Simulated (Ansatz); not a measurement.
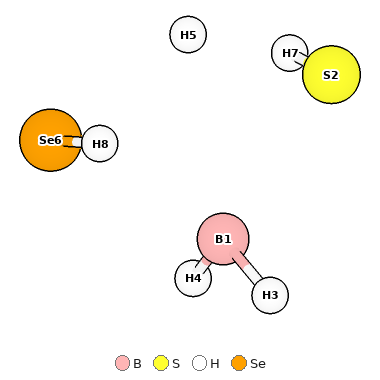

The system is the reacting system BH₅SSe (fragments BH₃S + H₂Se where the first distance is long, BH₃Se + H₂S where the second is long); the picture shows the reference structure. 
- The first coordinate is: distance B1–Se6 (bond that forms); the second: distance B1–S2 (bond that breaks).
- Relaxed at each point: all other coordinates.
- The grid has 10 × 10 points.
- Points are written as (first, second).
- Energies are in eV, from the lowest grid point.
- Energies and slopes of some neighbouring points disagree (a jump in structure or state, or too coarse a mesh). The reference is spin-restricted, so regions where a bond is pulled apart into radicals lie too high.
- Theory: Ansatz 0.2.0, RKS PBE-D4/def2-SVP.

Its coordinates:

```xyz
8

B    -0.7294   -0.5761   -0.1742
S     1.0819   -0.1466   -1.3557
H    -0.6207   -1.7049    0.2477
H    -1.6914   -0.1164   -0.7471
H     1.0957    0.8456    0.1340
Se   -0.2334    0.9174    1.6138
H     0.5273    0.8839   -2.0545
H     0.5700   -0.1029    2.3359
```

Range: distance B1–Se6 (bond that forms) from 1.836 to 3.036 Å; distance B1–S2 (bond that breaks) from 1.701 to 3.501 Å.

Q: What landscape does the calculation give?

A: The lowest grid point is at (2.412 Å, 1.816 Å). Other grid points that lie below all their neighbours: (2.019 Å, 2.354 Å) (0.05 eV higher). The highest grid point, (3.036 Å, 3.501 Å), lies 2.93 eV above the lowest.

```csv
"second ↓, first →",1.836,1.913,2.019,2.140,2.271,2.412,2.559,2.712,2.872,3.036
3.501,0.28,0.21,0.29,0.51,0.86,1.27,1.70,2.13,2.55,2.93
3.255,0.26,0.19,0.25,0.47,0.80,1.20,1.62,2.04,2.44,2.80
3.016,0.24,0.16,0.21,0.42,0.74,1.12,1.51,1.91,2.29,2.64
2.785,0.23,0.13,0.16,0.35,0.65,1.01,1.38,1.75,2.10,2.41
2.564,0.22,0.10,0.11,0.28,0.55,0.88,1.22,1.54,1.83,1.97
2.354,0.22,0.08,0.05,0.19,0.43,0.73,1.02,1.20,1.30,1.39
2.157,0.88,0.64,0.48,0.43,0.46,0.52,0.59,0.67,0.74,0.80
1.976,0.59,0.35,0.17,0.10,0.09,0.12,0.17,0.21,0.26,0.30
1.816,0.60,0.35,0.15,0.04,0.00,0.00,0.01,0.03,0.04,0.06
1.701,0.93,0.66,0.44,0.31,0.24,0.20,0.18,0.17,0.17,0.17
```

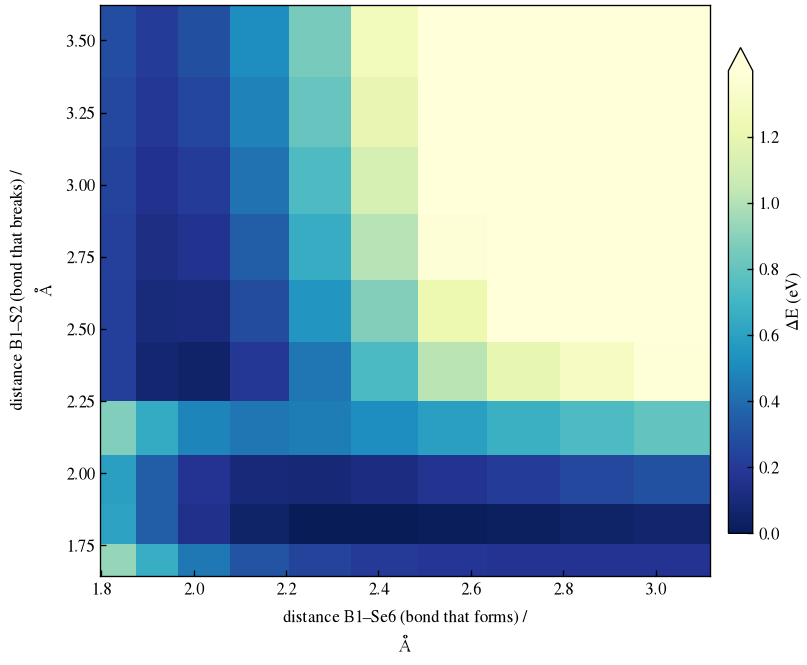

In the figure: one coloured cell a grid point, one colour for all values above the top of the scale.

Time for the 100 points that were run: 26 min on 1 thread of Intel(R) Xeon(R) 6975P-C (Granite Rapids), on a shared host.
